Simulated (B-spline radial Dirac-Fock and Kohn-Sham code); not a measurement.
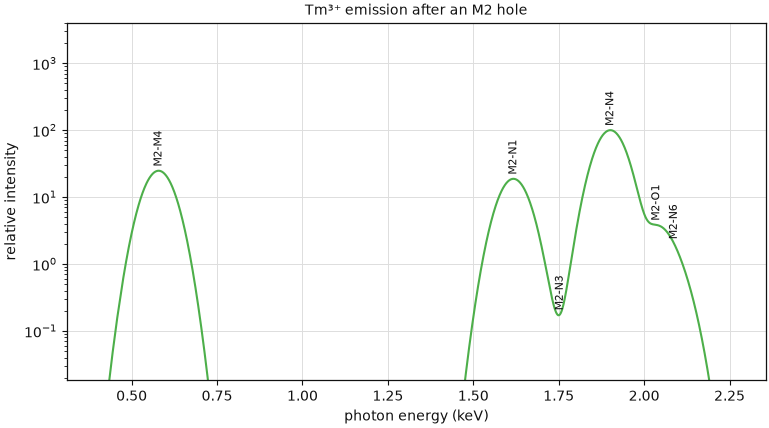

X-ray emission lines that fill an M2 (3p1/2) hole, broadened by a Gaussian of 90 eV full width, as by a silicon detector, on a logarithmic intensity axis. Multiplet splitting by the open shell is left out. Species: thulium in charge state +3 (Tm³⁺) ([Xe] 4f12). The calculation used independent-particle rates on relativistic LDA orbitals of the hole state (multipoles to L = 3), energies from Dirac–Fock ΔSCF (a B-spline radial atomic code). Widths ruled by Coster–Kronig decay come out up to twice the measured ones in this model.

Question: Which line is the strongest, where is it and what share of the photons does it carry?

Answer: M2-N4 at 1.9012 keV, 67.7 % of the radiative decays.

Question: How far apart are M2-N4 and M2-M4, and what is their intensity ratio?

Answer: 1.32 keV apart, with M2-M4 at 0.25 of the intensity of M2-N4.

Question: What multipole carries the M2-N6 line?

Answer: E2; it is forbidden as an electric dipole and holds 0.47 % of the emission.
